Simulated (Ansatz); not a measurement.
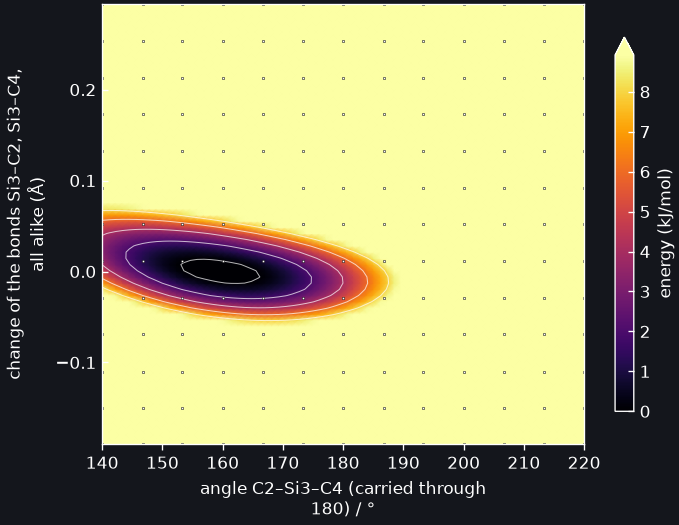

C₃H₅Si, SMILES C=C[Si+]=C, charge +1. The first coordinate is: angle C2–Si3–C4 (carried through 180); the second: change of the bonds Si3–C2, Si3–C4, all alike. Nothing is relaxed (all other coordinates rigid). The grid has 13 × 13 points. Points are written as (first, second). Energies are in kJ/mol, from the lowest grid point. Method: RHF/def2-TZVP (Ansatz).

The picture shows a smooth colour map with a few white contour lines, dots at the grid points, one colour for all values above the top of the scale. Between grid points the surface is interpolated.

> Estimate the position of the minimum and the force constants in these coordinates.

The interpolated minimum is at the first coordinate ≈ 159.7°, the second coordinate ≈ 0.000 Å. The curvatures there are about 0.84 eV/rad² and 62 eV/Å², with a cross term of about 3 eV/(rad·Å). Round the minimum the valley is somewhat tilted: raising the first coordinate shifts the best value of the second coordinate downwards (coupling k₁₂/√(k₁₁k₂₂) about 0.4). (1 eV is 96.5 kJ/mol.)
